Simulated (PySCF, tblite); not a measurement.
# C₆H₄F₃O radical: geometry, infrared bands and EPR parameters

Aim: predict the infrared bands and EPR parameters of C₆H₄F₃O radical (`C=CO/C=[C]/C(F)=C(F)F`).

The runs use tblite 0.8.0 and PySCF 2.14.0, with density-fitted response routines of our own; the level of theory stands in each step. All values are computed, except where a source is named. Atoms count from 0, in the outputs and in this text.

### Step 1. The molecule as given

14 atoms, charge 0, multiplicity 2; geometry from: force field or distance geometry start.

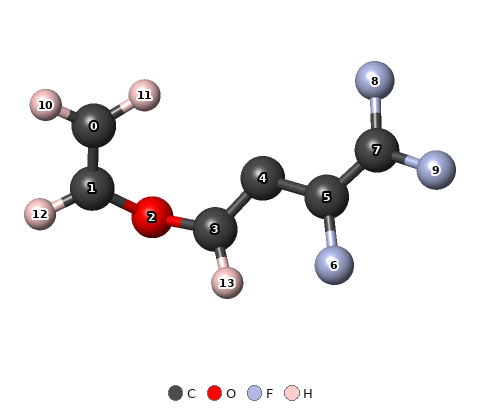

The starting geometry (carbon dark grey, oxygen red, fluorine light blue, hydrogen pink), atoms numbered.

### Step 2. Geometry optimisation with GFN2-xTB

The job: settings as JSON, then the geometry in Å.

```
{"job": {"kind": "relax", "xc": "GFN2-xTB", "basis": "xTB"}, "charge": 0, "multiplicity": 2}
C      1.569400     0.878400     2.219600
C      1.731900    -0.433200     2.161600
O      0.739100    -1.266500     1.692300
C      0.195900    -1.105300     0.405600
C     -0.769900    -0.234300     0.149100
C     -1.268400    -0.150000    -1.230600
F     -0.724900    -0.965600    -2.180500
C     -2.210700     0.691300    -1.605000
F     -2.820700     1.548500    -0.743000
F     -2.656500     0.729500    -2.908100
H      2.360900     1.492800     2.599500
H      0.614600     1.330400     1.882500
H      2.686600    -0.798600     2.534400
H      0.551900    -1.717800    -0.439500
```

Command:

```bash
OMP_NUM_THREADS=1 python probes_run.py task.json out
```

The driver reads the jobs from task.json and runs them one after another.

**Question.** This job is followed by: GFN2-xTB harmonic vibrations, gas phase; UKS B3LYP, pcH-1 on C F H O, non-relativistic, mean-field spin-orbit, GIAO. Predict these results of the whole session: strongest single infrared mode (GFN2-xTB); zero-point energy (GFN2-xTB); g(iso) (B3LYP); ⟨S²⟩; largest a(iso); surface potential, least and greatest.

As calculated:

| quantity | value |
| --- | --- |
| strongest single infrared mode (GFN2-xTB) | 1518 cm⁻¹, 287 km/mol |
| zero-point energy (GFN2-xTB) | 51.7 kcal/mol |
| g(iso) (B3LYP) | 2.00310 |
| ⟨S²⟩ | 0.777 (exact 0.75) |
| largest a(iso) | 19F on F9, 98.8 MHz |
| surface potential, least and greatest | -0.68 V and 1.22 V |

**Reading.** Relaxing lowered the energy by 1.517 eV in 127 steps; the close pair that moved most is C4–C5, from 1.469 to 1.350 Å. All 36 modes are real, so the xTB geometry is a minimum. The strongest single mode, at 1518 cm⁻¹, moves mainly C7 and C5. Unscaled tight-binding wavenumbers are off by several per cent, some by more. Its intensities can rank the bands wrongly. The largest spin populations lie on C4 (0.62 e), C7 (0.52 e). The isotropic g lies 0.8 ppt above the free-electron value.
